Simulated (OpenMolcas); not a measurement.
## Run report: SnS, single-point calculation

System: SnS, SMILES [S][Sn].
Method: CASPT2/def2-TZVP (OpenMolcas 26.06).

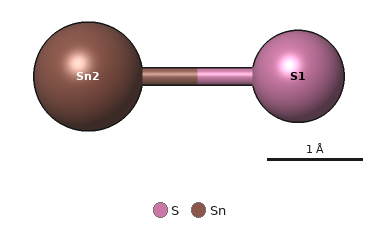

Fig. 1: The structure (ball-and-stick view, seen on its broad side; atoms are numbered from 1 in the order of the input). Sticks mark near contacts. Bond lengths as drawn: S–Sn 2.21 Å.

Key numbers

- outcome: converged
- total energy: −611.475740 hartree
- CASSCF energy: −611.000132 hartree
- basis functions: 87
- hardware: 1 thread of Arm Neoverse V1, 24 GiB of memory available, shared host
- wall time: 6.3 s
- peak memory: 0.083 GiB

Input
```
&GATEWAY
  Coord=geom.xyz
  Basis=def2-TZVP
  Group=NoSym
  RICD

&SEWARD

&RASSCF
  FileOrb=$CurrDir/step2.RasOrb
  Spin=1
  Nactel=6 0 0
  Inactive=16
  Ras2=6
  OrbListing=Nothing
  OrbAppear=Compact

&CASPT2
  Imaginary=0.2
```

File geom.xyz
```
2

S      0.000000     0.000000     0.000000
Sn     0.000000     0.000000     2.209026
```

Run as:
```bash
export MOLCAS_MEM=1860
pymolcas step3.input > step3.log
```

The program's output
```
--- Start Module: gateway ---

                                              &GATEWAY

                       available to each process: 1.9 GB of memory, 1 thread

++    Symmetry information:
      ---------------------

                    Character Table for C1

                             E
                    a        1  x, y, xy, Rz, z, xz, Ry, yz, Rx, I
--

++    Basis set information:
      ----------------------

      Basis set label: S.DEF2-TZVP.........

      Electronic valence basis set:
      ------------------
      Associated Effective Charge  16.000000 au
      Associated Actual Charge     16.000000 au
      Nuclear Model: Point charge

      Shell  nPrim  nBasis  Cartesian Spherical Contaminant
         s      14       5        X
         p       9       5        X
         d       3       2                 X
         f       1       1                 X

      Basis set label: SN.DEF2-TZVP....ECP.....

      Electronic valence basis set:
      ------------------
      Associated Effective Charge  22.000000 au
      Associated Actual Charge     50.000000 au
      Nuclear Model: Point charge

      Shell  nPrim  nBasis  Cartesian Spherical Contaminant
         s      10       6        X
         p       9       5        X
         d       8       3                 X
         f       2       2                 X

      Pseudo Potential specification:
      =======================================

      Number of Core Electrons:  28

      Potential  nTerms
           H       2
         s-H       4
         p-H       6
         d-H       6

      Effective Core Potential specification:
      =======================================
--

++    Molecular structure info:
      -------------------------

                    ************************************************
                    **** Cartesian Coordinates / bohr, angstrom ****
                    ************************************************

     Center  Label                x              y              z                     x              y              z
        1      S1               0.000000       0.000000       0.000000              0.000000       0.000000       0.000000
        2      SN2              0.000000       0.000000       4.174454              0.000000       0.000000       2.209026
--

            Nuclear Potential Energy             84.32240187 au

--- Stop Module: gateway /rc=_RC_ALL_IS_WELL_ ---

--- Start Module: seward ---

                                              &SEWARD

                       available to each process: 1.9 GB of memory, 1 thread

               SEWARD will generate:
                  Multipole Moment integrals up to order  2
                  Kinetic Energy integrals
                  Nuclear Attraction integrals (point charge)
                  One-Electron Hamiltonian integrals modified with ECP contributions
                  Velocity integrals
                  Pseudo Potential integrals
                  Orbital angular momentum around (  0.0000   0.0000   3.2957 )
                  Velocity quadrupole around (  0.0000   0.0000   3.2957 )
                  RI decomposed two-electron repulsion integrals stored Cholesky style
                   - acCD auxiliary basis
                   - CD Threshold:   1.00E-04

                   Integrals are discarded if absolute value <: 1.00E-14
                   Integral cutoff threshold is set to       <: 1.00E-16

            Nuclear Potential Energy             84.32240187 au

      Basis set specifications :
      Symmetry species         a
      Basis functions           87

--- Stop Module: seward /rc=_RC_ALL_IS_WELL_ ---
--- Module seward spent 1 second ---

--- Start Module: rasscf ---

                                              &RASSCF

                       available to each process: 1.9 GB of memory, 1 thread

      Header of the ONEINT file:
      --------------------------

      OrdInt status: non-squared

      Cartesian coordinates in angstrom:
      -----------------------------------------------------
      No.  Label        X            Y            Z
      -----------------------------------------------------
       1   S1         0.00000000   0.00000000   0.00000000
       2   SN2        0.00000000   0.00000000   2.20902600
      -----------------------------------------------------
      Nuclear repulsion energy =   84.32240187

++    Wave function specifications:
      -----------------------------

      Number of closed shell electrons          32
      Number of electrons in active shells       6
      Max number of holes in RAS1 space          0
      Max nr of electrons in RAS3 space          0
      Number of inactive orbitals               16
      Number of active orbitals                  6
      Number of secondary orbitals              65
      Spin quantum number                      0.0
      State symmetry                             1
--

++    Orbital specifications:
      -----------------------

      Symmetry species                           1
                                                 a
      Frozen orbitals                            0
      Inactive orbitals                         16
      Active orbitals                            6
      RAS1 orbitals                              0
      RAS2 orbitals                              6
      RAS3 orbitals                              0
      Secondary orbitals                        65
      Deleted orbitals                           0
      Number of basis functions                 87
--

++    CI expansion specifications:
      ----------------------------

      Number of CSFs                           175
      Number of spin combinations              210
      Number of determinants                   400
      Number of root(s) required                 1
      Root chosen for geometry opt.              1
      CI root used                               1

      highest root included in the CI            1
      max. size of the explicit Hamiltonian    175
--

++    Optimization specifications:
      ----------------------------

      RASSCF algorithm: LK RI/DF
      Maximum number of macro iterations       200
      Maximum number of SX iterations          100
      Threshold for RASSCF energy            1.000E-08
      Threshold for max MO rotation          1.000E-01
      Threshold for max BLB element          1.000E-04
      Level shift parameter                  5.000E-01
      Make Quasi-Newton update
--

      The MO-coefficients are taken from the file:
      step2.RasOrb
      Title: RASSCF average (pseudo-natural) orbitals

      Total molecular charge    0.00

      ************************************************************************************************************************
      *                                            Wave function control section                                             *
      ************************************************************************************************************************

                                         RASSCF iterations: Energy and convergence statistics
                                         ----------------------------------------------------

          iter iter root      energy       change     param      element    value   shift minimum  type update hh:mm:ss
 Nr of preliminary CI iterations:   1
        1   1    3    1  -611.00013183    0.00E+00  -5.79E-06   15  37 1 -2.09E-06   0.05   0.00    SX    NO    0:00:00
        2   1    3    1  -611.00013183   -2.59E-11  -2.60E-06   19  38 1 -5.43E-07   0.05   0.00    SX    NO    0:00:00
        3   1    3    1  -611.00013183   -5.23E-12  -1.42E-06   17  37 1  3.29E-07   0.05   0.00    SX    NO    0:00:00
        4   1    2    1  -611.00013183   -5.91E-12   8.43E-07   17  37 1  1.91E-07   0.05   0.00    SX    NO    0:00:00
      Convergence after  4 iterations
        5   1    2    1  -611.00013183    7.96E-13   8.43E-07   17  23 1 -1.15E-07   0.05   0.00    SX    NO    0:00:00

      ************************************************************************************************************************
                                                      Wave function printout:
                       occupation of active orbitals, and spin coupling of open shells (u,d: Spin up or down)
      ************************************************************************************************************************

      Note: transformation to natural orbitals
      has been made, which may change the order of the CSFs.

      printout of CI-coefficients larger than  0.05 for root  1
      energy=    -611.000132
      conf/sym  111111     Coeff  Weight
             1  222000  -0.97036 0.94160
            13  220020   0.09497 0.00902
            18  2udud0  -0.08332 0.00694
            29  202200   0.09497 0.00902
            46  022002   0.06520 0.00425
            47  2uudd0   0.07239 0.00524
            52  u2u0dd   0.07551 0.00570
            54  uu2d0d  -0.07551 0.00570

      Natural orbitals and occupation numbers for root  1
      sym 1:   1.963366   1.957827   1.957827   0.046353   0.046353   0.028272

      ************************************************************************************************************************
      *                                                    Final results                                                     *
      ************************************************************************************************************************

++    Final optimization conditions:
      ------------------------------

      Average CI energy                            -611.00013183
      RASSCF energy for state  1                   -611.00013183
      Super-CI energy                                -0.00000000
      RASSCF energy change                            0.00000000
      Max change in MO coefficients              -9.090E-07
      Max non-diagonal density matrix element     8.431E-07
      Maximum BLB matrix element                 -1.150E-07
      (orbital pair  17,  23 in symmetry   1)
      Norm of electronic gradient            3.749E-07
--

      Final state energy(ies):
      ------------------------

::    RASSCF root number  1 Total energy:   -611.00013183
      Von Neumann Entropy (Root   1) =  0.42499

      Mulliken population analysis for root number:  1
      -----------------------------------------------

++    Molecular charges:
      ------------------

      Mulliken charges per centre
      ---------------------------

                S1      SN2
      Total   16.4706 21.5294

      N-E     -0.4706  0.4706

      Total electronic charge=   38.000000

      Total            charge=   -0.000000
--

      Expectation values of various properties for root number:  1
      -----------------------------------------------------------

++    Molecular properties:
      ---------------------

      Charge (e):
                      =   -0.0000
      Dipole Moment (debye):
      Origin of the operator (angstrom)=    0.0000    0.0000    1.7440
                   X=  2.1844E-14               Y= -4.9886E-15               Z=  3.1063E+00           Total=  3.1063E+00
      Quadrupole Moment (debye*angstrom):
      Origin of the operator (angstrom)=    0.0000    0.0000    1.7440
                  XX= -3.6605E+01              XY=  7.6177E-13              XZ= -6.6231E-14              YY= -3.6605E+01
                  YZ=  1.9556E-15              ZZ= -4.2932E+01
      In traceless form (debye*angstrom)
                  XX=  3.1636E+00              XY=  1.1426E-12              XZ= -9.9346E-14              YY=  3.1636E+00
                  YZ=  2.9334E-15              ZZ= -6.3272E+00
--

      Average orbitals are written to the RASORB file
      Natural orbitals for root   1 are written to the RASORB.1 file
      Spin density orbitals for root   1 are written to the SPDORB.1 file

--- Stop Module: rasscf /rc=_RC_ALL_IS_WELL_ ---
--- Module rasscf spent 1 second ---

--- Start Module: caspt2 ---

                                              &CASPT2

                       available to each process: 1.9 GB of memory, 1 thread

++    Wave function specifications:
      -----------------------------

      Number of closed shell electrons          22
      Number of electrons in active shells       6
      Max number of holes in RAS1 space          0
      Max number of electrons in RAS3 space      0
      Number of inactive orbitals               11
      Number of active orbitals                  6
      Number of secondary orbitals              65
      Spin quantum number                      0.0
      State symmetry                             1
      Number of CSFs                           175
      Number of CASSCF root(s) available         1
      CASPT2 state passed to geometry opt.       1
      A file JOBMIX will be created
      This is a CASSCF or RASSCF reference function
--

++    Orbital specifications:
      -----------------------

      Symmetry species                           1
                                                 a
      Frozen orbitals                            5
      Inactive orbitals                         11
      Active orbitals                            6
      Secondary orbitals                        65
      Deleted orbitals                           0
      Number of basis functions                 87
--

++    CASPT2 specifications:
      ----------------------

      Type of calculation                        SS-CASPT2
      Fock operator                              state-specific
      IPEA shift                                 0.25
      Real shift                                 0.00
      Imaginary shift                            0.20
      The input orbitals will be transformed to quasi-canonical
--

--------------------------------------------------------------------------------
 Estimated memory requirements:
  POLY3 :                   262414
  RHS:                      560036
  SIGMA :                   816280
  PRPCTL:                        0
 Available workspace:    232480425

++ CASPT2 computation for group   1

********************************************************************************
 Multi-State initialization phase begins for group   1
--------------------------------------------------------------------------------
********************************************************************************
 Compute H0 matrices for state    1
--------------------------------------------------------------------------------
--------------------------------------------------------------------------------
 H0 matrices have been computed.

********************************************************************************
  CASPT2 EQUATION SOLUTION
--------------------------------------------------------------------------------

  Total nr of CASPT2 parameters:
   Before reduction:      728362
   After  reduction:      725868

 Variance of |WF0>:       2.5731740093

 The contributions to the second order correlation energy in atomic units.
-----------------------------------------------------------------------------------------------------------------------------
  IT.      VJTU        VJTI        ATVX        AIVX        VJAI        BVAT        BJAT        BJAI        TOTAL       RNORM
-----------------------------------------------------------------------------------------------------------------------------
   1    -0.001994   -0.003247   -0.018383   -0.034677   -0.030729   -0.063100   -0.061407   -0.256377   -0.469914    0.018518
   2    -0.002090   -0.003508   -0.018897   -0.035583   -0.031222   -0.063552   -0.061644   -0.256781   -0.473277    0.004779
   3    -0.002064   -0.003527   -0.018895   -0.035604   -0.031257   -0.063575   -0.061662   -0.256741   -0.473326    0.001348
   4    -0.002058   -0.003535   -0.018853   -0.035557   -0.031231   -0.063553   -0.061642   -0.256723   -0.473151    0.000342
   5    -0.002055   -0.003534   -0.018855   -0.035557   -0.031234   -0.063553   -0.061639   -0.256725   -0.473151    0.000079
   6    -0.002055   -0.003534   -0.018856   -0.035559   -0.031235   -0.063553   -0.061641   -0.256726   -0.473160    0.000016
   7    -0.002055   -0.003534   -0.018856   -0.035559   -0.031235   -0.063553   -0.061641   -0.256726   -0.473160    0.000003
-----------------------------------------------------------------------------------------------------------------------------

  FINAL CASPT2 RESULT:

      Reference energy:        -611.0001318254
      E2 (Non-variational):      -0.4731600922
      Shift correction:          -0.0024483762
      E2 (Variational):          -0.4756084684
      Total energy:            -611.4757402939
      Residual norm:              0.0000005926
      Reference weight:           0.87628

      Contributions to the CASPT2 correlation energy
      Active & Virtual Only:         -0.0824091581
      One Inactive Excited:          -0.0992552058
      Two Inactive Excited:          -0.2914957284

++ Denominators, etc.
--------------------------------------------------------------------------------------------------------------
 Report on small energy denominators, large coefficients, and large energy contributions.
CASE  SYMM ACTIVE-MIX  NON-ACTIVE INDICES          DENOMINATOR     RHS VALUE       COEFFICIENT     CONTRIBUTION
VJTIP    1  Mu1.0003  In1.016 In1.016               1.26235839      0.03633934     -0.03922802     -0.00142552
ATVX     1  Mu1.0013  Se1.035                       1.47137293     -0.04254205      0.02508077     -0.00106699
ATVX     1  Mu1.0016  Se1.035                       1.49650969     -0.05825991      0.03514327     -0.00204744
ATVX     1  Mu1.0014  Se1.036                       1.47236038      0.04344152     -0.02560919     -0.00111250
ATVX     1  Mu1.0017  Se1.036                       1.49707374     -0.05767592      0.03480921     -0.00200765
AIVX     1  Mu1.0006  In1.016 Se1.029               1.24539529     -0.03086049      0.02660577     -0.00082107
AIVX     1  Mu1.0007  In1.016 Se1.030               1.24699778     -0.03018114      0.02597961     -0.00078409
VJAIP    1  Mu1.0002  Se1.027 In1.016 In1.016       1.36209898     -0.03961200      0.03937794     -0.00155984
VJAIP    1  Mu1.0001  Se1.028 In1.016 In1.016       1.36209898      0.03961200     -0.03937794     -0.00155984
BVATP    1  Mu1.0003  Se1.035 Se1.035               1.82680949     -0.06527772      0.03532539     -0.00230596
BVATP    1  Mu1.0003  Se1.036 Se1.036               1.82680949     -0.06527772      0.03532539     -0.00230596
BVATM    1  Mu1.0001  Se1.036 Se1.035               1.81317451      0.09417431     -0.05132359     -0.00483336
BJAIP    1  Se1.027 In1.016 Se1.027 In1.016         1.47960311      0.04464658     -0.03555443     -0.00158738
BJAIP    1  Se1.028 In1.016 Se1.028 In1.016         1.47960311      0.04464658     -0.03555443     -0.00158738
BJAIM    1  Se1.070 In1.010 Se1.070 In1.011         7.76156365      0.21550935     -0.02774780     -0.00597991
--

   (Skipping property calculation,
    use PROP keyword to activate)
--

  Total CASPT2 energies:
::    CASPT2 Root  1     Total energy:   -611.47574029

  A NEW JOBIPH FILE NAMED 'JOBMIX' IS PREPARED.
********************************************************************************
--- Stop Module: caspt2 /rc=_RC_ALL_IS_WELL_ ---
--- Module caspt2 spent 1 second ---

.##################.
.# Happy landing! #.
.##################.

    Timing: Wall=5.85 User=5.23 System=0.60
```
